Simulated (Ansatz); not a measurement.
# HF/STO-3G run of SF2 (sulfur difluoride)

What is the electronic atomisation energy of SF2 (sulfur difluoride) at HF/STO-3G? 

The calculation is run with Ansatz 0.2.0.

39 further runs of the same task are left out: 4 that didn't finish, 35 set aside as unsound or not needed.

### Step 1. The structure to begin with

SF2: 3 atoms, total charge 0, spin state singlet. SMILES: `FSF`. The shape is that of a PBE0-D4/def2-TZVP optimisation.

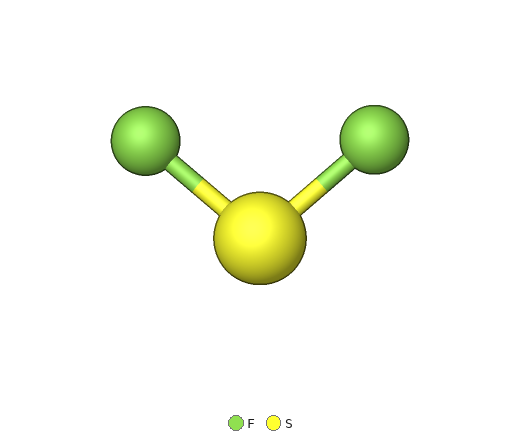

The structure, seen from a chosen angle (fluorine green, sulfur yellow).

### Step 2. The energy at HF/STO-3G

The input, input.yaml:

```yaml
crystal:
  periodic: [false, false, false]
  atoms:
    - {symbol: F, position_ang: [0.440140, 1.116450, 0.365400]}
    - {symbol: S, position_ang: [-0.601990, 0.126530, -0.315250]}
    - {symbol: F, position_ang: [0.161840, -1.242970, -0.050150]}
basis:
  gaussian: {orbitals: STO-3G}
accuracy: high
hamiltonian: {xc: hf}
```

Started as:

```console
$ ansatz run input.yaml --threads 1 --pin off --max-ram 3480MiB --events-out events.jsonl --progress --plain --runs-dir runs
```

Output:

```text
Warning: RAYON_NUM_THREADS=1 ignored (pool sized by the plan → 1); use --threads N
Functional definition: HF
  name "HF"
  exchange = exact_x
  correlation = 0
337 factors; integrals over basis functions are off by at most 2.8e-8 eV
mean field evaluation 1: about -16030.4682 eV, gradient 1.7e1 eV
mean field evaluation 2: about -16030.5846 eV, gradient 1.7e1 eV
mean field evaluation 4: about -16032.0947 eV, gradient 1.0e0 eV
mean field evaluation 8: about -16032.1017 eV, gradient 2.1e-6 eV
mean field -16032.10171475 eV, -589.1688710683 hartree, gradient 4.7e-8 eV, S^2 0.000000; 0 other end points of the search recorded, 0 dependent functions left out
reference -16032.10171475 eV, -589.1688710683 hartree; 17, 17 occupied and 2, 2 virtual orbitals, 337 factors
Total energy: -16032.10171475 eV, -589.1688710683 hartree
```

It took 0.08 s on 1 thread of Arm Neoverse V2, shared host.

### Step 3. The F atom

The input, run.yaml:

```yaml
crystal:
  periodic: [false, false, false]
  atoms:
    - {symbol: F, position_ang: [0.000000, 0.000000, 0.000000]}
basis:
  gaussian:
    orbitals: STO-3G
magnetization:
  spin_polarized: true
  initial_magnetization: 1
hamiltonian:
  xc: hf
accuracy: high
```

Started as:

```console
$ ansatz run run.yaml --threads 1 --pin off --max-ram 3480MiB --events-out events.jsonl --progress --plain --runs-dir runs
```

Output:

```text
Warning: RAYON_NUM_THREADS=1 ignored (pool sized by the plan → 1); use --threads N
[... 4 set-up lines as earlier in the session ...]
15 factors; integrals over basis functions are off by at most 1.2e-9 eV
mean field evaluation 1: about -2666.3486 eV, gradient 1.5e-14 eV
mean field evaluation 2: about -2666.3486 eV, gradient 0.0e0 eV
mean field -2666.34863534 eV, -97.9865050328 hartree, gradient 0.0e0 eV, S^2 0.750000; 2 other end points of the search recorded, 0 dependent functions left out
reference -2666.34863534 eV, -97.9865050328 hartree; 5, 4 occupied and 0, 1 virtual orbitals, 15 factors
Total energy: -2666.34863534 eV, -97.9865050328 hartree
```

Run time: 0.02 s. Hardware: 1 thread of Arm Neoverse V2, shared host.

### Step 4. The S atom, same level

The input, job.yaml:

```yaml
crystal:
  periodic: [false, false, false]
  atoms:
    - {symbol: S, position_ang: [0.000000, 0.000000, 0.000000]}
basis:
  gaussian: {orbitals: STO-3G}
hamiltonian: {xc: hf}
accuracy: high
magnetization: {spin_polarized: true, initial_magnetization: 2}
```

Started as:

```console
$ ansatz run job.yaml --threads 1 --pin off --max-ram 3480MiB --events-out events.jsonl --progress --plain --runs-dir runs
```

Output:

```text
Warning: RAYON_NUM_THREADS=1 ignored (pool sized by the plan → 1); use --threads N
[... 4 set-up lines as earlier in the session ...]
42 factors; integrals over basis functions are off by at most 2.4e-9 eV
mean field evaluation 1: about -10697.6155 eV, gradient 9.4e-1 eV
mean field evaluation 2: about -10697.6169 eV, gradient 9.4e-1 eV
mean field evaluation 4: about -10697.6182 eV, gradient 5.4e-6 eV
mean field evaluation 8: about -10697.6182 eV, gradient 1.5e-3 eV
mean field -10697.61824501 eV, -393.1302193981 hartree, gradient 1.5e-9 eV, S^2 2.000000; 0 other end points of the search recorded, 0 dependent functions left out
reference -10697.61824501 eV, -393.1302193981 hartree; 9, 7 occupied and 0, 2 virtual orbitals, 42 factors
Total energy: -10697.61824501 eV, -393.1302193981 hartree
```

It took 0.04 s on 1 thread of Arm Neoverse V2, shared host.

### Step 5. Results

At HF/STO-3G:

| quantity | value |
| --- | --- |
| molecule: total energy | -589.16887 Eh |
| F atom: total energy | -97.98651 Eh |
| F atom: ⟨S²⟩ | 0.750 |
| S atom: total energy | -393.13022 Eh |
| S atom: ⟨S²⟩ | 2.000 |
| electronic atomisation energy | 1.786 eV |

In words: Taking the molecule apart into free atoms costs 1.79 eV (41 kcal/mol), before zero-point energy and without spin-orbit coupling. Hartree–Fock lacks the correlation of the bonding pairs, which as a rule makes this value much too low; in minimal bases other errors can mask that. In a minimal basis such a difference can be off by several eV, whatever the method.
